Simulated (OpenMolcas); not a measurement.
## NH3: single-point calculation

- system: NH3, multiplicity 3
- method: TPSS/def2-TZVPPD, UKS (OpenMolcas 26.06)

The geometry is that of the parent species in another charge or spin state. The geometry comes from this level: PBE0-D4/def2-TZVP.

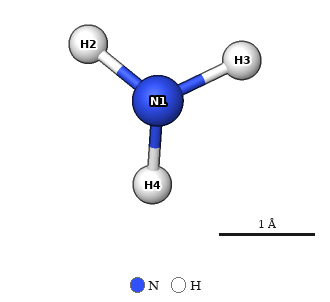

Fig. 1: The structure (ball-and-stick view, seen at a tilt; atoms are numbered from 1 in the order of the input). Bond lengths as drawn: H–N 1.01 Å.

Input:
```
* H3N Kohn-Sham DFT

&GATEWAY
 BasLib = $CurrDir
 Coord
 4
 angstrom
 N       -0.069910       0.249470       0.110930
 H        0.490470      -0.301820       0.749180
 H       -0.887480      -0.301940      -0.118910
 H        0.466920       0.354280      -0.741200
 Basis = def2-TZVPPD
 Group = NoSym

&SEWARD
 GridInput
 Grid=UltraFine
 End of Grid

&SCF
 UHF
 Spin = 3
 KSDFT = 2
 1.0 MGGA_X_TPSS
 1.0 MGGA_C_TPSS
 Thresholds = 1e-10 1e-07 1e-07 1e-05
 PrOrbitals = 1 1
```

Machine: 1 thread of Arm Neoverse V2, 24 GiB of memory available, shared host.

Run as:
```bash
export MOLCAS_MEM=1860
pymolcas job.input > job.log
```

Log:
```
--- Start Module: gateway ---

                                              &GATEWAY

                       available to each process: 1.9 GB of memory, 1 thread

 Basis Set     1 Label: N.DEF2-TZVPPD
 Basis set is read from library:.
 basistype.tbl is not found

 Basis Set     2 Label: H.DEF2-TZVPPD
 Basis set is read from library:.
 basistype.tbl is not found

++    Symmetry information:
      ---------------------

                    Character Table for C1

                             E
                    a        1  x, y, xy, Rz, z, xz, Ry, yz, Rx, I
--

++    Basis set information:
      ----------------------

      Basis set label: N.DEF2-TZVPPD.........

      Electronic valence basis set:
      ------------------
      Associated Effective Charge   7.000000 au
      Associated Actual Charge      7.000000 au
      Nuclear Model: Point charge

      Shell  nPrim  nBasis  Cartesian Spherical Contaminant
         s      12       6        X
         p       6       3        X
         d       3       3                 X
         f       1       1                 X

      Basis set label: H.DEF2-TZVPPD.........

      Electronic valence basis set:
      ------------------
      Associated Effective Charge   1.000000 au
      Associated Actual Charge      1.000000 au
      Nuclear Model: Point charge

      Shell  nPrim  nBasis  Cartesian Spherical Contaminant
         s       5       3        X
         p       3       3        X
         d       1       1                 X
--

++    Molecular structure info:
      -------------------------

                    ************************************************
                    **** Cartesian Coordinates / bohr, angstrom ****
                    ************************************************

     Center  Label                x              y              z                     x              y              z
        1      N1              -0.132111       0.471430       0.209627             -0.069910       0.249470       0.110930
        2      H2               0.926854      -0.570357       1.415745              0.490470      -0.301820       0.749180
        3      H3              -1.677094      -0.570584      -0.224707             -0.887480      -0.301940      -0.118910
        4      H4               0.882351       0.669492      -1.400665              0.466920       0.354280      -0.741200

                    ***************************************
                    *    InterNuclear Distances / bohr    *
                    ***************************************

               1 N1            2 H2            3 H3            4 H4
    1 N1       0.000000
    2 H2       1.913491        0.000000
    3 H3       1.913482        3.077601        0.000000
    4 H4       1.913479        3.077559        3.077568        0.000000

                    *******************************************
                    *    InterNuclear Distances / angstrom    *
                    *******************************************

               1 N1            2 H2            3 H3            4 H4
    1 N1       0.000000
    2 H2       1.012576        0.000000
    3 H3       1.012571        1.628596        0.000000
    4 H4       1.012570        1.628574        1.628579        0.000000

                    **************************************
                    *    Valence Bond Angles / degree    *
                    **************************************
                          Atom centers                 Phi
                      2 H2       1 N1       3 H3       107.06
                      2 H2       1 N1       4 H4       107.06
                      3 H3       1 N1       4 H4       107.06
--

            Nuclear Potential Energy             11.94953901 au

--- Stop Module: gateway /rc=_RC_ALL_IS_WELL_ ---

--- Start Module: seward ---

                                              &SEWARD

                       available to each process: 1.9 GB of memory, 1 thread

               SEWARD will generate:
                  Multipole Moment integrals up to order  2
                  Kinetic Energy integrals
                  Nuclear Attraction integrals (point charge)
                  One-Electron Hamiltonian integrals
                  Velocity integrals
                  Orbital angular momentum around ( -0.1008   0.3598   0.1600 )
                  Velocity quadrupole around ( -0.1008   0.3598   0.1600 )
                  Two-Electron Repulsion integrals

                   Integrals are discarded if absolute value <: 1.00E-14
                   Integral cutoff threshold is set to       <: 1.00E-16

            Nuclear Potential Energy             11.94953901 au

      Basis set specifications :
      Symmetry species         a
      Basis functions           88

--- Stop Module: seward /rc=_RC_ALL_IS_WELL_ ---
--- Module seward spent 1 second ---

--- Start Module: scf ---

                                                &SCF

                       available to each process: 1.9 GB of memory, 1 thread

++    Input section:
      --------------

      Header of the integral files:

      Cartesian coordinates in angstrom:
      -----------------------------------------------------
      No.  Label        X            Y            Z
      -----------------------------------------------------
       1   N1        -0.06991000   0.24947000   0.11093000
       2   H2         0.49047000  -0.30182000   0.74918000
       3   H3        -0.88748000  -0.30194000  -0.11891000
       4   H4         0.46692000   0.35428000  -0.74120000
      -----------------------------------------------------
      Nuclear repulsion energy =   11.94953901
--

++    Orbital specifications:
      -----------------------

      Symmetry species               1
                                     a
      Frozen orbitals                0
      Start temperature = 0.500
      End temperature   = 0.010
      Temperature Factor= 0.460
      Deleted orbitals               0
      Total number of orbitals      88
      Number of basis functions     88
--

      Molecular charge                           0.000

      Numerical integration parameters
      --------------------------------
      Radial quadrature type:                         MHL
      Size of radial grid:                            99
      Lebedev angular grid:                           41
      Angular grid pruned with the crowding factor:  1.00E+10
                                 and fading factor:  1.00E+01
      Screening threshold for integral computation:   1.00E-11
      Radial quadrature accuracy:                     1.00E-25
      Maximum batch size:                             128
      AO values are stored on disk
      The same grid will be used for all iterations.

      DFT functional specifications
      -----------------------------
      Using Libxc version: 6.2.2
      Please cite the following reference:
      S. Lehtola, C. Steigemann, M. J.T. Oliveira, and M. A.L. Marques.,  SoftwareX 7, 1–5 (2018) doi:10.1016/j.softx.2017.11.002

      * Tao, Perdew, Staroverov & Scuseria
        - J. Tao, J. P. Perdew, V. N. Staroverov, and G. E. Scuseria.,  Phys. Rev. Lett. 91, 146401 (2003) doi:10.1103/PhysRevLett.91.146401
      * Tao, Perdew, Staroverov & Scuseria
        - J. Tao, J. P. Perdew, V. N. Staroverov, and G. E. Scuseria.,  Phys. Rev. Lett. 91, 146401 (2003) doi:10.1103/PhysRevLett.91.146401

++    Optimization specifications:
      ----------------------------

      SCF Algorithm: Conventional USCF
      D(i)-D(i-1) density differences are used
      Number of density matrices in core                 5
      Maximum number of NDDO SCF iterations            400
      Maximum number of HF SCF iterations              400
      Threshold for SCF energy change             1.00E-10
      Threshold for density matrix                1.00E-07
      Threshold for Fock matrix                   1.00E-07
      Threshold for linear dependence             1.00E-09
      Threshold at which DIIS is turned on        1.50E-01
      Maximum depth in the DIIS procedure                5
      Maximum depth in the BFGS Hessian update          30
      Threshold at which QNR/C2DIIS is turned on  7.50E-02
      Threshold for Norm(delta) (QNR/C2DIIS)      1.00E-05
      All orbitals punched on: UHFORB
--

      Input vectors read from INPORB
      Orbital file label: *Guess orbitals

++ Convergence information
                               UHF [...]      iterations: Energy and convergence statistics

Iter     Tot. [...]      One-elec.       Two-elec.     Energy      Max Dij or  Max Fij      DNorm      TNorm      AccCon     Time
         Energy          Energy          Energy        Change      Delta Norm                                                in Sec.
   1   -54.795771049  -105.043767967    38.298457909   0.00E+00    3.34E-01*   2.07E+00*    5.11E+00   6.99E+01   None         3.
   2   -54.222223326   -97.509981620    31.338219286   5.74E-01*   3.34E-01*   3.58E-13     1.46E+02   6.29E+01   EDIIS        3.
   3   -55.970489126  -104.421179730    36.501151595  -1.75E+00*   7.30E-02*   3.32E-02*    3.65E+01   6.83E+01   EDIIS        3.
   4   -56.240937628  -106.900802561    38.710325924  -2.70E-01*   1.24E-01*   6.23E-02*    3.07E+01   7.03E+01   EDIIS        3.
   5   -56.295082680  -104.443893626    36.199271937  -5.41E-02*   1.82E-01*   6.59E-02*    1.40E+01   6.83E+01   EDIIS        2.
   6   -56.306376925  -107.428615674    39.172699740  -1.13E-02*   3.12E-02*   4.02E-02*    7.36E+00   7.06E+01   EDIIS        2.
   7   -56.356461013  -105.622125444    37.316125422  -5.01E-02*   5.28E-02*   1.60E-02*    4.79E+00   6.92E+01   EDIIS        2.
   8   -56.354954060  -106.330353830    38.025860761   1.51E-03*   1.28E-02*   8.14E-03*    2.69E+00   6.97E+01   EDIIS        2.

       Fermi aufbau procedure completed!
      nOcc(alpha)=    6
      nOcc(beta) =    4

   9   -56.358522150  -105.966945491    37.658884333  -3.57E-03*   4.36E-03*   1.24E-03*    5.64E-01   6.94E+01   c2DIIS       3.
  10   -56.358568387  -105.924157783    37.616050387  -4.62E-05*   2.55E-03*   1.95E-04*    1.55E-01   6.94E+01   QNRc2DIIS    3.
  11   -56.358568909  -105.923296721    37.615188803  -5.22E-07*   1.77E-03*   1.04E-04*    7.29E-02   6.94E+01   QNRc2DIIS    3.
  12   -56.358569036  -105.923446825    37.615338780  -1.27E-07*   1.44E-04*   9.87E-06*    3.05E-02   6.94E+01   QNRc2DIIS    2.
  13   -56.358569037  -105.923714496    37.615606451  -1.15E-09*   5.39E-05*   7.95E-06*    3.54E-03   6.94E+01   QNRc2DIIS    2.
  14   -56.358569037  -105.923514982    37.615406936  -5.36E-10*   2.64E-05*   1.50E-06*    1.61E-03   6.94E+01   QNRc2DIIS    2.
  15   -56.358569038  -105.923546154    37.615438107  -4.78E-11    1.13E-06    7.30E-08     4.48E-04   6.94E+01   QNRc2DIIS    2.

       Convergence after  15 Iterations
--

 *****************************************************************************************************************************
 *                                             SCF/KS-DFT Program, Final results                                             *
 *                                                       Final Results                                                       *
 *****************************************************************************************************************************

::    Total KS-DFT energy                             -56.3585690375
      One-electron energy                            -105.9235461535
      Two-electron energy                              37.6154381074
      Nuclear repulsion energy                         11.9495390086
      Kinetic energy (interpolated)                    56.3897162071
      Virial theorem                                    0.9994476445
      Total spin, S(S+1)                                2.0024069919
      Total spin, S                                     1.0008021162
      Max non-diagonal density matrix element           0.0000005480
      Max non-diagonal Fock matrix element              0.0000000212

      All orbitals with orbital energies smaller than  E(LUMO)+0.5 are printed

++    Molecular orbitals:
      -------------------

      Title: UKS-DFT orbitals (alpha)

      Molecular orbitals for symmetry species 1: a

          Orbital            1         2         3         4         5         6         7         8         9        10
          Energy          -14.2810   -0.9657   -0.5651   -0.5651   -0.4644   -0.0802   -0.0045   -0.0045    0.0448    0.0658
          Occ. No.          1.0000    1.0000    1.0000    1.0000    1.0000    1.0000    0.0000    0.0000    0.0000    0.0000

          Orbital           11        12        13        14        15        16        17        18        19        20
          Energy            0.0658    0.0988    0.1155    0.1155    0.1793    0.2105    0.2105    0.2429    0.2969    0.2969
          Occ. No.          0.0000    0.0000    0.0000    0.0000    0.0000    0.0000    0.0000    0.0000    0.0000    0.0000

          Orbital           21        22        23        24        25
          Energy            0.3288    0.3690    0.3690    0.4606    0.4704
          Occ. No.          0.0000    0.0000    0.0000    0.0000    0.0000

--

      All orbitals with orbital energies smaller than  E(LUMO)+0.5 are printed

++    Molecular orbitals:
      -------------------

      Title: UKS-DFT orbitals (beta)

      Molecular orbitals for symmetry species 1: a

          Orbital            1         2         3         4         5         6         7         8         9        10
          Energy          -14.2554   -0.9133   -0.5428   -0.5428   -0.3066   -0.0395    0.0356    0.0356    0.0885    0.0911
          Occ. No.          1.0000    1.0000    1.0000    1.0000    0.0000    0.0000    0.0000    0.0000    0.0000    0.0000

          Orbital           11        12        13        14
          Energy            0.0911    0.1390    0.1409    0.1410
          Occ. No.          0.0000    0.0000    0.0000    0.0000

--

++    Molecular charges:
      ------------------

      Mulliken charges per centre and basis function type
      ---------------------------------------------------

                            N1                      H2                      H3                      H4
                     alpha        beta       alpha        beta       alpha        beta       alpha        beta
      1s           4.1107      1.6500     -0.1895      0.3473     -0.1895      0.3472     -0.1895      0.3472
      2px          0.6408      0.5703      0.0261      0.0082      0.0245      0.0082      0.0250      0.0080
      2pz          0.6659      0.5153      0.0152      0.0057      0.0169      0.0057      0.0506      0.0118
      2py          0.8348      0.1454      0.0547      0.0070      0.0547      0.0070      0.0205      0.0011
      3d2+         0.0060      0.0007      0.0004      0.0002      0.0009      0.0001      0.0002      0.0001
      3d1+         0.0027      0.0029      0.0006      0.0002      0.0005      0.0003      0.0006      0.0003
      3d0          0.0021      0.0016      0.0007      0.0001      0.0003      0.0001      0.0006      0.0004
      3d1-         0.0061      0.0020      0.0004      0.0002      0.0002      0.0001      0.0007      0.0001
      3d2-         0.0038      0.0037      0.0003      0.0002      0.0005      0.0003      0.0003      0.0000
      4f3+         0.0000     -0.0000      0.0000      0.0000      0.0000      0.0000      0.0000      0.0000
      4f2+        -0.0000      0.0001      0.0000      0.0000      0.0000      0.0000      0.0000      0.0000
      4f1+         0.0001      0.0001      0.0000      0.0000      0.0000      0.0000      0.0000      0.0000
      4f0         -0.0000      0.0000      0.0000      0.0000      0.0000      0.0000      0.0000      0.0000
      4f1-        -0.0001      0.0001      0.0000      0.0000      0.0000      0.0000      0.0000      0.0000
      4f2-         0.0000      0.0001      0.0000      0.0000      0.0000      0.0000      0.0000      0.0000
      4f3-        -0.0001      0.0002      0.0000      0.0000      0.0000      0.0000      0.0000      0.0000
      Total        6.2729      2.8925     -0.0910      0.3692     -0.0910      0.3692     -0.0910      0.3692
      Total              9.1654                  0.2782                  0.2782                  0.2782

      Charge           -2.1654                  0.7218                  0.7218                  0.7218

      Total electronic charge=   10.000000

      Total            charge=   -0.000000
--

++    Molecular orbitals:
      -------------------

      Title: Natural orbitals

      Molecular orbitals for symmetry species 1: a

          Orbital            1         2         3         4         5         6         7         8         9        10
          Energy          -14.2581   -0.5538   -0.5538   -0.9482   -0.3812   -0.0594    1.0371    1.2560    1.2561    3.5369
          Occ. No.          2.0000    1.9998    1.9998    1.9992    1.0000    1.0000    0.0008    0.0002    0.0002    0.0000

          Orbital           11        12        13        14        15        16        17        18        19        20
          Energy            0.0448    0.0443    0.0996    0.1445    0.1436    0.2827    0.1326    0.1322    0.2576    0.5291
          Occ. No.          0.0000    0.0000    0.0000    0.0000    0.0000    0.0000    0.0000    0.0000    0.0000    0.0000

          Orbital           21        22        23        24        25        26        27        28        29        30
          Energy            0.5165    0.2552    0.4852    0.4725    0.5037    0.3900    0.3896    0.5519    0.7871    0.8169
          Occ. No.          0.0000    0.0000    0.0000    0.0000    0.0000    0.0000    0.0000    0.0000    0.0000    0.0000

          Orbital           31        32        33        34        35        36        37        38        39        40
          Energy            0.7958    0.6685    0.6686    0.8447    0.8752    3.1664    1.3069    0.9808    1.8523    1.1010
          Occ. No.          0.0000    0.0000    0.0000    0.0000    0.0000    0.0000    0.0000    0.0000    0.0000    0.0000

          Orbital           41        42        43        44        45        46        47        48        49        50
          Energy            1.4087    1.6546    1.3143    1.5399    2.7111   32.1461    2.0649    2.7283    4.8379    3.8455
          Occ. No.          0.0000    0.0000    0.0000    0.0000    0.0000    0.0000    0.0000    0.0000    0.0000    0.0000

          Orbital           51        52        53        54        55        56        57        58        59        60
          Energy            2.6516    2.7638    5.2888    2.1327    4.1682    2.9246    3.7376    4.2479    3.3805    3.1848
          Occ. No.          0.0000    0.0000    0.0000    0.0000    0.0000    0.0000    0.0000    0.0000    0.0000    0.0000

          Orbital           61        62        63        64        65        66        67        68        69        70
          Energy            3.1268    3.1433    3.1398    2.9545    3.2618    5.7871    5.4602    5.8569    2.9136    4.3263
          Occ. No.          0.0000    0.0000    0.0000    0.0000    0.0000    0.0000    0.0000    0.0000    0.0000    0.0000

          Orbital           71        72        73        74        75        76        77        78        79        80
          Energy            3.7377    6.5075    5.4820    6.4627    2.7713    3.8571    4.1477    3.7284    3.8415    4.5121
          Occ. No.          0.0000    0.0000    0.0000    0.0000    0.0000    0.0000    0.0000    0.0000    0.0000    0.0000

--

++    Molecular properties:
      ---------------------

      Charge (e):
                      =   -0.0000
      Dipole Moment (debye):
      Origin of the operator (angstrom)=   -0.0534    0.1904    0.0847
                   X= -2.2307E-01               Y=  7.9597E-01               Z=  3.5391E-01           Total=  8.9921E-01
      Quadrupole Moment (debye*angstrom):
      Origin of the operator (angstrom)=   -0.0534    0.1904    0.0847
                  XX= -1.3292E+01              XY= -3.0404E-02              XZ= -1.3613E-02              YY= -1.3192E+01
                  YZ=  4.8319E-02              ZZ= -1.3279E+01
      In traceless form (debye*angstrom)
                  XX= -5.6629E-02              XY= -4.5606E-02              XZ= -2.0420E-02              YY=  9.3716E-02
                  YZ=  7.2479E-02              ZZ= -3.7087E-02
--

--- Stop Module: scf /rc=_RC_ALL_IS_WELL_ ---
--- Module scf spent 40 seconds ---

.##################.
.# Happy landing! #.
.##################.

    Timing: Wall=42.80 User=39.81 System=2.92
```

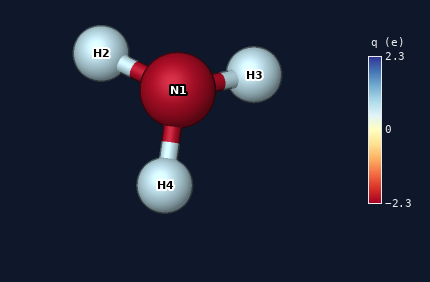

Fig. 2: Mulliken charges, as the colour of each atom (ball-and-stick view, seen at a tilt; atoms are numbered from 1 in the order of the input). By element: N −2.17 and H +0.72 e.

Results in brief:

```tsv
quantity	value
outcome	converged
total energy	−56.358569 hartree
basis functions	88
⟨S²⟩	2.002
dipole moment	0.90 debye
wall time	43 s
peak memory	0.48 GiB
```
